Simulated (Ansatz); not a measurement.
The relaxed structure here is a generated cell of TePb: the first start was made by placing the elements on the sites of a structure type, and the end was not matched to a known phase here, so it may be hypothetical. Known forms of TePb include space group No. 225.

A relaxed structure of TePb. Space group P6₃/mmc (No. 194). The numbers are results of r2SCAN (plane waves to 500 eV, PAW, scalar-relativistic; Ansatz, a quantum-chemistry and plane-wave program), not measurements.

Space group P6₃/mmc (No. 194); a = 5.507 Å, b = 5.507 Å, c = 6.568 Å, α = 90.00°, β = 90.00°, γ = 120.00°

```tsv
atom	site	symmetry	x	y	z
Pb	2d	-6m2	0.6667	0.3333	0.2500
Te	2c	-6m2	0.3333	0.6667	0.2500
```

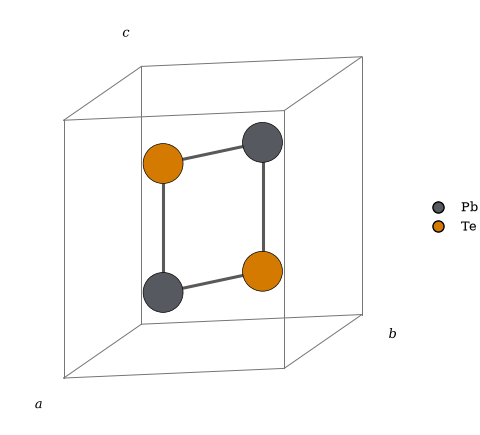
Figure. The conventional cell of the relaxed structure

```json
{
 "volume_per_atom": "43.13 Å³",
 "band_gap": "1.39 eV, direct within 0.03 eV (at H) (no spin-orbit coupling)",
 "smallest_direct_gap": "1.40 eV at H",
 "shortest_distances": "Pb–Te 3.18 Å",
 "k-mesh": "7×7×5"
}
```

Band energies at high-symmetry points (eV from the VBM; labels of this space group; no spin-orbit coupling), from −5 eV up to 2.3 eV:

```csv
point,energies
Γ,-4.16 -2.77 -2.77 -1.49 -1.46 -1.46 1.49 1.49
M,-3.40 -3.37 -2.57 -1.99 -1.88 -0.43
K,-3.87 -3.00 -3.00 -2.26 -0.40 -0.40
A,-2.16 -2.16 -2.16 -2.16 -1.19 -1.19 1.99 1.99 1.99 1.99
L,-2.72 -2.72 -1.45 -1.45 -0.61 -0.61 1.52 1.52
H,-3.19 -3.19 -0.86 -0.86 0.00 0.00 1.40 1.40 2.00 2.00
```

No spin polarisation in the result. Spin-orbit coupling is missing; with elements this heavy it can move band edges by tenths of an eV or more.

The run could not lower the symmetry of its start; a shaken copy of this end point relaxes with r2SCAN to Fm-3m (No. 225), 127 meV/atom lower.
